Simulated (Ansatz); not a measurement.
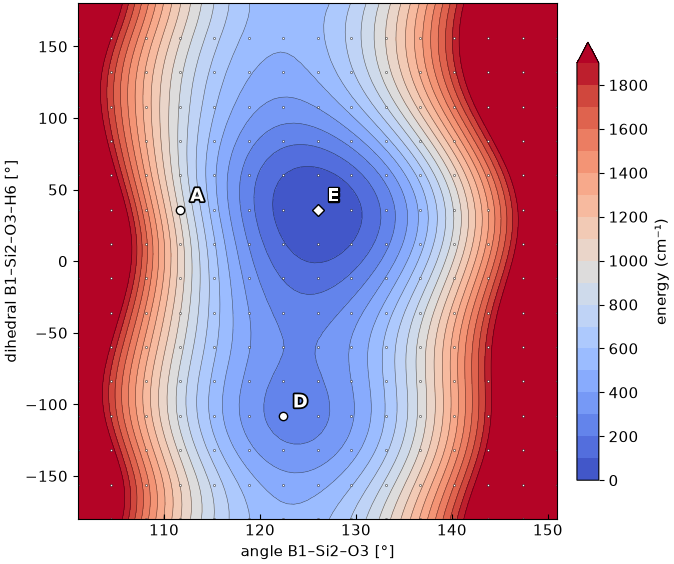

BH₃OSi, SMILES B=[SiH]O. The first coordinate is: angle B1–Si2–O3; the second: dihedral B1–Si2–O3–H6. Nothing is relaxed (all other coordinates rigid). The scan uses a 15 × 15 grid. Points are written as (first, second). Energies are in cm⁻¹, from the relaxed molecule at the same level. Computed with RKS PBE0-D4/def2-TZVP (Ansatz).

In the figure: filled contours, dots at the grid points, one colour for all values above the top of the scale, lettered points. Between grid points the surface is interpolated.

Question: What kind of point is each of A, D, E: minimum, saddle, maximum or slope?

Answer: A: on a slope; D: minimum; E: minimum. (In these two coordinates alone; a stationary point may lie a little off the grid point.)

Question: Rank the lettered points by energy, lowest first.

Answer: E (0 cm⁻¹), D (261 cm⁻¹), A (970 cm⁻¹).
